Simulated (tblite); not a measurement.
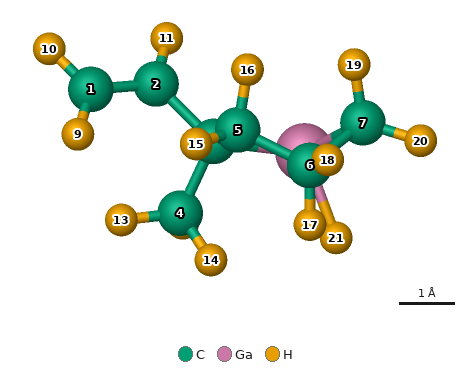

**Figure 1.** The structure as given in the input (ball-and-stick view, seen at a tilt; atoms are numbered from 1 in the order of the input). Sticks mark near contacts.

# Geometry relaxation of C₇H₁₃Ga

- system: C₇H₁₃Ga
- method: GFN2-xTB geometry optimisation, gas phase (tblite 0.8.0)

It belongs to a series of runs on one base structure; here: constitutional isomer.

### The program's output
```
step      E/eV     max force
  0    -617.12933    3.139
  1    -617.49681    1.569
  2    -617.60111    0.982
  3    -617.67005    0.773
  4    -617.73040    0.617
  5    -617.80149    0.718
  6    -617.85539    0.735
  7    -617.89886    0.535
  8    -617.93270    0.497
  9    -617.95967    0.419
 10    -617.97934    0.331
 11    -617.99625    0.330
 12    -618.01449    0.417
 13    -618.03441    0.461
 14    -618.05412    0.324
 15    -618.07223    0.293
 16    -618.08877    0.315
 17    -618.10492    0.382
 18    -618.12104    0.344
 19    -618.13735    0.339
 20    -618.15491    0.318
 21    -618.17368    0.310
 22    -618.19213    0.330
 23    -618.20940    0.342
 24    -618.22486    0.315
 25    -618.23937    0.339
 26    -618.25266    0.319
 27    -618.26225    0.203
 28    -618.26905    0.166
 29    -618.27570    0.191
 30    -618.28275    0.227
 31    -618.28872    0.177
 32    -618.29288    0.124
 33    -618.29537    0.138
 34    -618.29880    0.181
 35    -618.30216    0.131
 36    -618.30620    0.130
 37    -618.30957    0.162
 38    -618.31507    0.209
 39    -618.32019    0.199
 40    -618.32416    0.144
 41    -618.32706    0.134
 42    -618.33011    0.126
 43    -618.33352    0.158
 44    -618.33748    0.133
 45    -618.34151    0.157
 46    -618.34584    0.171
 47    -618.35022    0.128
 48    -618.35471    0.120
 49    -618.35744    0.108
 50    -618.36052    0.103
 51    -618.36282    0.117
 52    -618.36549    0.115
 53    -618.36864    0.154
 54    -618.37272    0.186
 55    -618.37696    0.150
 56    -618.38054    0.095
 57    -618.38285    0.092
 58    -618.38515    0.113
 59    -618.38773    0.119
 60    -618.39035    0.120
 61    -618.39246    0.099
 62    -618.39456    0.104
 63    -618.39697    0.110
 64    -618.39986    0.109
 65    -618.40254    0.105
 66    -618.40497    0.095
 67    -618.40727    0.095
 68    -618.40934    0.099
 69    -618.41081    0.073
 70    -618.41209    0.070
 71    -618.41326    0.071
 72    -618.41450    0.084
 73    -618.41623    0.086
 74    -618.41841    0.088
 75    -618.42072    0.097
 76    -618.42303    0.102
 77    -618.42564    0.106
 78    -618.42892    0.113
 79    -618.43272    0.115
 80    -618.43616    0.121
 81    -618.43910    0.111
 82    -618.44198    0.174
 83    -618.44495    0.236
 84    -618.44938    0.178
 85    -618.45877    0.153
 86    -618.46392    0.188
 87    -618.47099    0.200
 88    -618.47962    0.231
 89    -618.49255    0.227
 90    -618.50141    0.424
 91    -618.50988    0.327
 92    -618.51821    0.221
 93    -618.52556    0.135
 94    -618.53630    0.167
 95    -618.54182    0.186
 96    -618.54700    0.190
 97    -618.55154    0.154
 98    -618.55637    0.159
 99    -618.56057    0.127
100    -618.56454    0.126
101    -618.56689    0.199
102    -618.57027    0.143
103    -618.57357    0.138
104    -618.57843    0.111
105    -618.58051    0.115
106    -618.58282    0.115
107    -618.58508    0.090
108    -618.58652    0.090
109    -618.58839    0.107
110    -618.58999    0.077
111    -618.59166    0.070
112    -618.59306    0.064
113    -618.59413    0.060
114    -618.59493    0.061
115    -618.59553    0.067
116    -618.59611    0.062
117    -618.59678    0.065
118    -618.59760    0.052
119    -618.59854    0.061
120    -618.59944    0.058
121    -618.60022    0.076
122    -618.60098    0.083
123    -618.60181    0.071
124    -618.60262    0.049
125    -618.60332    0.050
126    -618.60387    0.051
127    -618.60429    0.043
128    -618.60465    0.034
129    -618.60498    0.032
130    -618.60528    0.041
131    -618.60558    0.039
132    -618.60588    0.039
133    -618.60619    0.037
134    -618.60657    0.040
135    -618.60707    0.055
136    -618.60768    0.059
137    -618.60837    0.081
138    -618.60922    0.095
139    -618.61034    0.092
140    -618.61162    0.076
141    -618.61269    0.082
142    -618.61330    0.069
143    -618.61366    0.057
144    -618.61401    0.050
145    -618.61443    0.045
146    -618.61468    0.047
147    -618.61488    0.044
148    -618.61511    0.032
149    -618.61539    0.033
150    -618.61564    0.041
151    -618.61584    0.045
152    -618.61604    0.040
153    -618.61630    0.031
154    -618.61662    0.034
155    -618.61686    0.024
156    -618.61698    0.023
157    -618.61704    0.023
158    -618.61707    0.014
159    -618.61710    0.007
```

### Trajectory as extended XYZ (Å, eV, eV/Å), 5 of the 160 frames kept, from step=0 to step=159
```
21
Properties=species:S:1:pos:R:3:forces:R:3 step=0 energy=-617.12933
C    -2.3759    1.1495   -0.8817    0.3890  -0.1190  -0.5720
C    -1.2822    0.5493   -1.3518   -0.8120   0.1900   0.4620
C    -0.3795   -0.2063   -0.3974   -2.5030   1.4660  -1.2000
C    -1.2291   -1.1846    0.3250   -1.3580  -2.0930   1.3370
C     0.3022    0.8253    0.4408   -0.2710   1.8170   0.1010
C     1.5173    0.2320    1.0571    1.4670   0.3670   1.2720
C     2.4673   -0.0385   -0.0870    1.0170  -0.4880  -0.6010
Ga    1.0800   -1.3437   -0.8741    2.5500  -1.0670   0.2480
H    -2.6371    1.1040    0.1690   -0.0440   0.1940  -0.3330
H    -3.0308    1.6902   -1.5508   -0.0080   0.0090   0.2320
H    -1.0589    0.6140   -2.4079    0.1940  -0.0140  -0.0580
H    -1.3822   -2.0985   -0.3226    0.0200   0.5580   0.4250
H    -2.2613   -0.8524    0.5873    0.7810  -0.0300  -0.0170
H    -0.7466   -1.5793    1.2560   -0.2520   0.3770  -0.5410
H    -0.3617    1.3587    1.1631    0.1570  -0.6380  -0.2650
H     0.6748    1.6395   -0.2461   -0.4480  -0.4960   0.4660
H     1.3148   -0.6779    1.6615   -0.0130   0.3240  -0.2920
H     2.0175    0.9695    1.7263   -0.3860  -0.3430  -0.0290
H     2.5141    0.8907   -0.6814    0.6250  -0.2310   0.2670
H     3.4717   -0.3881    0.2630   -0.6980   0.4270  -0.3740
H     1.3767   -2.6362    0.1512   -0.4060  -0.2120  -0.5280
21
Properties=species:S:1:pos:R:3:forces:R:3 step=40 energy=-618.32416
C    -2.4120    1.0918   -1.1246   -0.0060  -0.0310   0.0000
C    -1.2975    0.4140   -1.3335    0.0300   0.0450   0.0340
C    -0.4678   -0.2416   -0.2523    0.0150  -0.1210  -0.0770
C    -1.3096   -1.1778    0.6270   -0.0220  -0.0170   0.0390
C     0.2334    0.8590    0.5767    0.0080  -0.0400  -0.0770
C     1.6118    0.4418    1.1271    0.0130  -0.0250   0.0110
C     2.5423   -0.1157    0.0415    0.0620   0.0040  -0.0130
Ga    1.1893   -1.3361   -0.8990    0.0030   0.0360   0.0350
H    -2.8377    1.2154   -0.1439   -0.0320  -0.0470   0.0280
H    -2.9508    1.5590   -1.9314   -0.0120   0.0260  -0.0200
H    -0.8958    0.3690   -2.3458   -0.0450  -0.0400   0.0350
H    -1.6824   -2.0122    0.0262   -0.0050   0.0230   0.0140
H    -2.1653   -0.6845    1.0874    0.0030   0.0990  -0.0180
H    -0.6824   -1.5893    1.4216   -0.0120  -0.0100   0.0280
H    -0.3949    1.1698    1.4171   -0.0080   0.0130  -0.0840
H     0.3855    1.7265   -0.0710   -0.0170   0.0360  -0.0080
H     1.4754   -0.3290    1.8925   -0.0470  -0.0200   0.0530
H     2.0548    1.3142    1.6138    0.0240   0.0090   0.0230
H     2.8613    0.6784   -0.6416    0.0120   0.1220   0.0550
H     3.4399   -0.5329    0.4980    0.0470  -0.0960  -0.0330
H     1.2935   -2.8030   -1.5865   -0.0130   0.0350  -0.0260
21
Properties=species:S:1:pos:R:3:forces:R:3 step=80 energy=-618.43616
C    -2.5722    0.7465   -1.2327   -0.0190  -0.0010   0.0010
C    -1.3210    0.3246   -1.3134    0.0060   0.0400   0.0040
C    -0.4826   -0.2375   -0.2042    0.0590  -0.0100  -0.0280
C    -1.2977   -0.9671    0.8603   -0.0180  -0.0290  -0.0030
C     0.3468    0.8873    0.4524    0.0650   0.0120   0.0400
C     1.5813    0.3441    1.2018    0.0500  -0.0180  -0.0070
C     2.5711   -0.2776    0.2051    0.0030   0.0850   0.0420
Ga    1.1915   -1.1861   -1.0291   -0.0450  -0.0190   0.0150
H    -3.1517    0.7183   -0.3271    0.0350  -0.0770   0.0670
H    -3.0796    1.1644   -2.0856   -0.0100  -0.0270  -0.0580
H    -0.8132    0.4050   -2.2784    0.0580   0.0860   0.0420
H    -1.9351   -1.7184    0.3999   -0.0480  -0.0500  -0.0400
H    -1.9273   -0.2796    1.4249    0.0040   0.0270   0.0280
H    -0.6262   -1.4694    1.5584   -0.0570   0.0010   0.0350
H    -0.2730    1.4740    1.1334   -0.0570  -0.0230   0.0580
H     0.7105    1.5660   -0.3283   -0.0120   0.0440  -0.0730
H     1.2733   -0.4200    1.9225   -0.0470   0.0740  -0.0160
H     2.0289    1.1654    1.7727    0.0470  -0.0680  -0.0880
H     3.0838    0.5204   -0.3446    0.0610   0.0050  -0.0020
H     3.3388   -0.8739    0.7043   -0.0720  -0.0100  -0.0060
H     1.3447   -1.8694   -2.4926   -0.0030  -0.0400  -0.0130
21
Properties=species:S:1:pos:R:3:forces:R:3 step=119 energy=-618.59854
C    -2.6562    0.4196   -1.3994    0.0010  -0.0290   0.0120
C    -1.3649    0.6375   -1.1842    0.0440  -0.0210   0.0070
C    -0.4973   -0.0229   -0.1793    0.0280   0.0030   0.0150
C    -1.2733   -0.8489    0.8469    0.0150   0.0180   0.0050
C     0.4309    0.9998    0.5031    0.0080   0.0000  -0.0120
C     1.6686    0.3716    1.1806    0.0020  -0.0210  -0.0190
C     2.5332   -0.4139    0.1845   -0.0090   0.0160  -0.0340
Ga    1.0602   -1.1252   -1.0746   -0.0570  -0.0150  -0.0150
H    -3.2303   -0.2869   -0.8253    0.0010  -0.0040  -0.0340
H    -3.1924    0.9403   -2.1748    0.0120   0.0240   0.0110
H    -0.8511    1.3807   -1.7937   -0.0030  -0.0310  -0.0090
H    -1.8558   -1.6279    0.3526    0.0220   0.0270   0.0190
H    -1.9507   -0.2107    1.4178   -0.0190  -0.0160  -0.0130
H    -0.5858   -1.3320    1.5440   -0.0110   0.0040  -0.0060
H    -0.1264    1.5703    1.2498   -0.0110   0.0200   0.0280
H     0.7905    1.7013   -0.2593   -0.0020   0.0370  -0.0130
H     1.3312   -0.2895    1.9821    0.0220  -0.0210   0.0020
H     2.2439    1.1777    1.6429   -0.0010  -0.0080   0.0310
H     3.2317    0.2529   -0.3325   -0.0260   0.0330   0.0070
H     3.1352   -1.1729    0.6885    0.0040  -0.0040   0.0290
H     1.1498   -2.1040   -2.3700   -0.0180  -0.0110  -0.0100
21
Properties=species:S:1:pos:R:3:forces:R:3 step=159 energy=-618.61710
C    -2.5706    0.3588   -1.4926    0.0030   0.0000  -0.0020
C    -1.3103    0.6230   -1.1687   -0.0030   0.0030   0.0040
C    -0.5012   -0.0167   -0.1045   -0.0020  -0.0020   0.0020
C    -1.3415   -0.7955    0.9059    0.0010  -0.0010   0.0000
C     0.4346    0.9851    0.5939   -0.0030   0.0000   0.0000
C     1.7036    0.3230    1.1746   -0.0020   0.0030  -0.0020
C     2.5477   -0.3337    0.0748    0.0020   0.0020   0.0060
Ga    1.0085   -1.1427   -1.0430   -0.0020   0.0010   0.0040
H    -3.1646   -0.3751   -0.9769   -0.0010   0.0000  -0.0020
H    -3.0575    0.8723   -2.3046    0.0040   0.0020   0.0010
H    -0.7740    1.3802   -1.7405    0.0030  -0.0010   0.0010
H    -1.8628   -1.6208    0.4200    0.0010  -0.0020   0.0010
H    -2.0833   -0.1416    1.3690    0.0000  -0.0030  -0.0020
H    -0.7082   -1.2104    1.6908    0.0010   0.0000   0.0010
H    -0.0987    1.4984    1.3987    0.0040   0.0020   0.0000
H     0.7538    1.7416   -0.1327    0.0000  -0.0060  -0.0030
H     1.4049   -0.4345    1.9061    0.0020   0.0020  -0.0040
H     2.2770    1.0845    1.7097   -0.0020  -0.0020  -0.0040
H     3.1084    0.4283   -0.4771   -0.0010   0.0010   0.0000
H     3.2731   -1.0334    0.4957   -0.0020  -0.0010  -0.0010
H     0.9522   -2.1739   -2.2992   -0.0010   0.0010  -0.0010
```

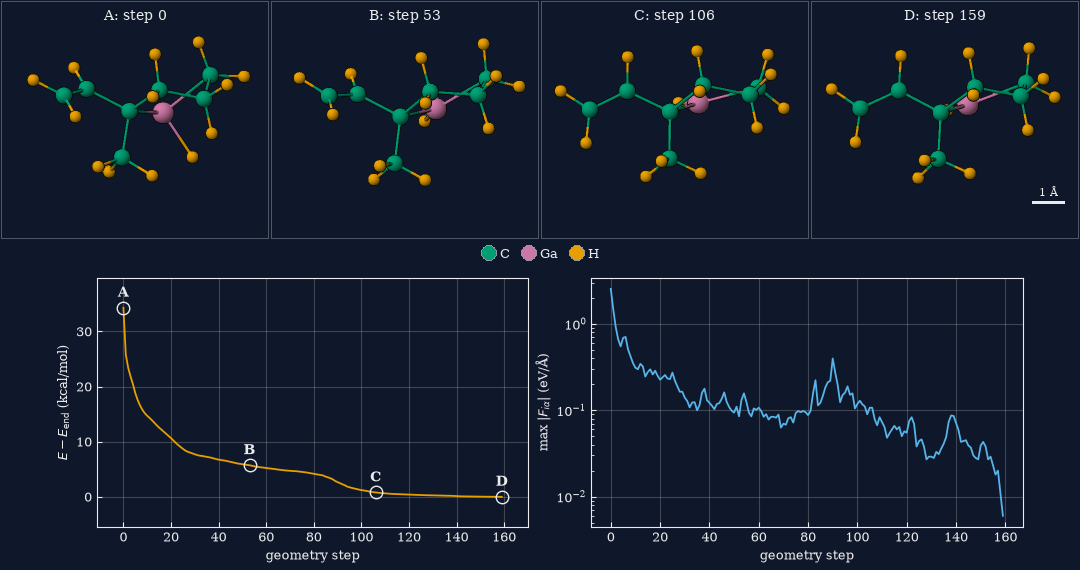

**Figure 2.** Frames of the relaxation (ball-and-stick view, seen at a tilt) above the curves, on which the letters mark them (steps are counted from 0).

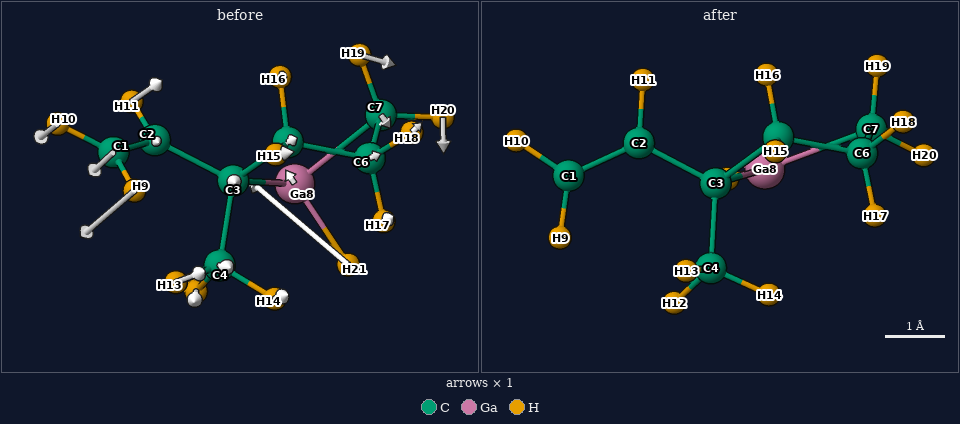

**Figure 3.** Before (left) and after (right) the relaxation, at one scale (ball-and-stick view, seen at a tilt). The white arrows give the displacements, at true length. Over 159 geometry steps the energy falls by 34.3 kcal/mol. The largest force component goes from 2.5 to 0.006 eV/Å. The atom that moves furthest after the best rigid fit is H21 (2.57 Å). By element the largest moves are H 2.57 Å, C 1.02 Å, Ga 0.31 Å. Among the contacts that change: C3–Ga8 1.911 → 2.104 Å, Ga8–H21 1.676 → 1.626 Å, C3–C5 1.494 → 1.539 Å, C3–C4 1.483 → 1.528 Å. Among the angles that change: C7–Ga8–H21 97.8° → 133.8°, C2–C3–Ga8 126.5° → 107.6°, C4–C3–Ga8 99.6° → 114.6°. (Atoms are counted from 1 in the order of the input.)

The run was set up as follows.

### The input
```
{"job": {"kind": "relax", "xc": "GFN2-xTB", "basis": "xTB"}, "charge": 0, "multiplicity": 1}
C     -2.375900     1.149500    -0.881700
C     -1.282200     0.549300    -1.351800
C     -0.379500    -0.206300    -0.397400
C     -1.229100    -1.184600     0.325000
C      0.302200     0.825300     0.440800
C      1.517300     0.232000     1.057100
C      2.467300    -0.038500    -0.087000
Ga     1.080000    -1.343700    -0.874100
H     -2.637100     1.104000     0.169000
H     -3.030800     1.690200    -1.550800
H     -1.058900     0.614000    -2.407900
H     -1.382200    -2.098500    -0.322600
H     -2.261300    -0.852400     0.587300
H     -0.746600    -1.579300     1.256000
H     -0.361700     1.358700     1.163100
H      0.674800     1.639500    -0.246100
H      1.314800    -0.677900     1.661500
H      2.017500     0.969500     1.726300
H      2.514100     0.890700    -0.681400
H      3.471700    -0.388100     0.263000
H      1.376700    -2.636200     0.151200
```

The first line tells a small driver script what to run in tblite; the rest is the geometry in Å.

Launch command:
```bash
OMP_NUM_THREADS=1 python <driver script> task.json out
```

### Summary

| quantity | value |
| --- | --- |
| outcome | converged |
| total energy | −618.6171 eV |
| hardware | 1 CPU thread, shared host |
| wall time | 2.3 s |
| peak memory | 0.18 GiB |
